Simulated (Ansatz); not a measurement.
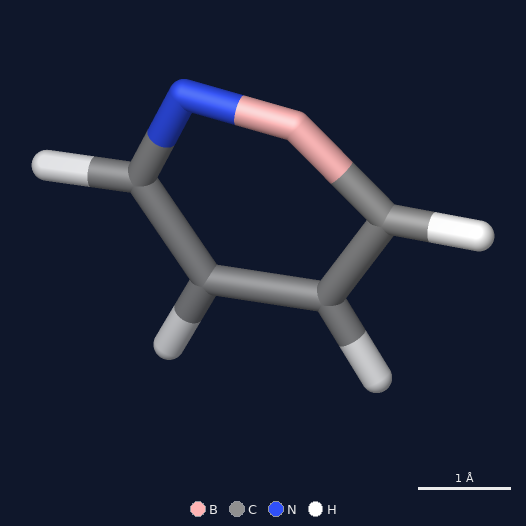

The picture shows a molecular structure as a stick model. Every bond is drawn as one stick, whatever its order.

The geometry was computed by an optimisation with PBE0-D4/def2-TZVP.

Describe the molecule.

The molecule is C₄H₄BN. SMILES: `b1ccccn1`. Independent rings (smallest set): 1 of 6 members, 1 of them aromatic. This geometry has Cs symmetry. All atoms lie on one plane. Coordination: 1 B bent; 4 C trigonal planar; 1 N bent.

More results for the same structure follow; atom numbers are the same in all pictures, views and colours differ.

**Shape**

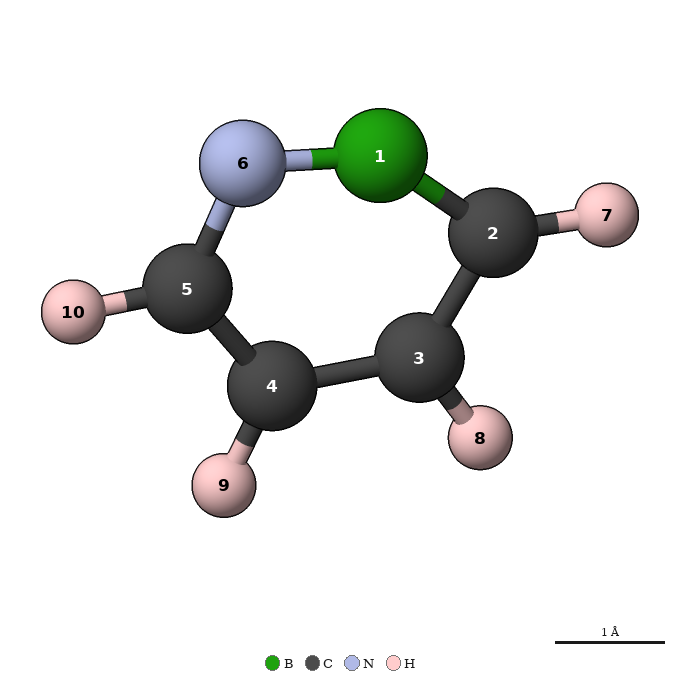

The atoms are numbered.

Give the bond lengths.

```tsv
bond	length (Å)	order
B1–C2	1.441	aromatic
B1–N6	1.312	aromatic
C2–C3	1.401	aromatic
C2–H7	1.077	single
C3–C4	1.405	aromatic
C3–H8	1.088	single
C4–C5	1.390	aromatic
C4–H9	1.083	single
C5–N6	1.349	aromatic
C5–H10	1.088	single
```

**Vibrations**

Harmonic vibrations computed with RKS PBE0-D4/def2-TZVP (Ansatz 0.2.0) at a stationary point of the same level.

How many vibrational modes are there, and where do they lie?

Answer. 24 modes: 397, 429, 468, 577, 609, 730, 824, 864, 965, 978, 987, 1023, 1119, 1154, 1254, 1354, 1374, 1484, 1538, 1731, 3151, 3162, 3219, 3278 cm⁻¹.

**Charges**

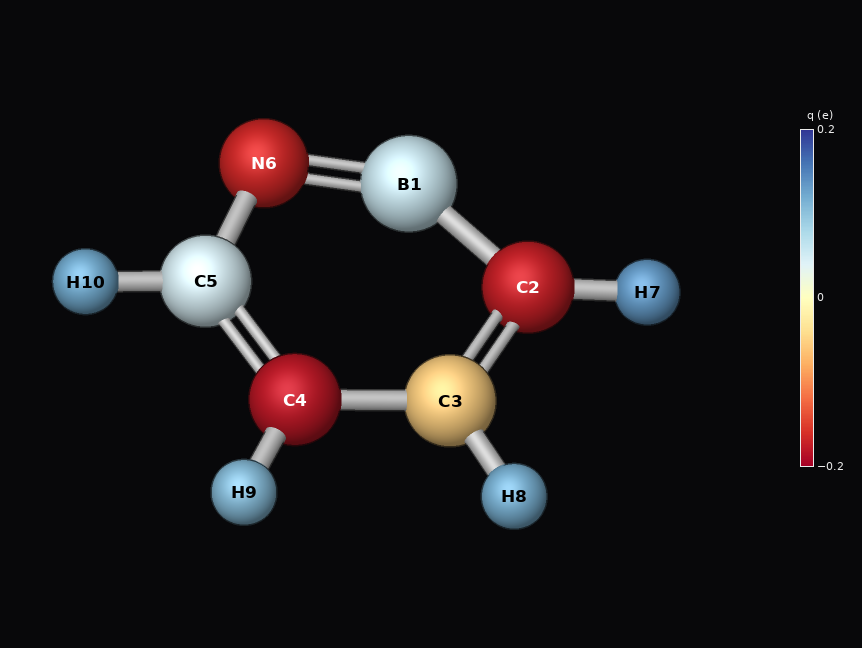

Atoms are coloured by their Mulliken charges. Level of theory: RKS ωB97M-V/def2-TZVPP (Ansatz 0.2.0).

Which atom carries the highest charge (most positive or least negative)?

Answer. H7 (0.13 e).

And the lowest?

Answer. C4 (−0.18 e).

Give the Mulliken charges atom by atom.

```
atom  value (e)
  B1       0.05
  C2      −0.17
  C3      −0.05
  C4      −0.18
  C5       0.04
  N6      −0.17
  H7       0.13
  H8       0.11
  H9       0.11
 H10       0.12
```

**Electronic properties**

Level of theory: RKS BHLYP-D4/def2-TZVPP (Ansatz 0.2.0).

Predict the main results.

- HOMO energy (Kohn–Sham orbital): −7.66 eV
- LUMO energy (Kohn–Sham orbital): −0.35 eV
- HOMO–LUMO gap: 7.32 eV
- dispersion correction: −28.8 kJ/mol

Mulliken values depend strongly on the basis set and can even reverse the polarity of a bond.
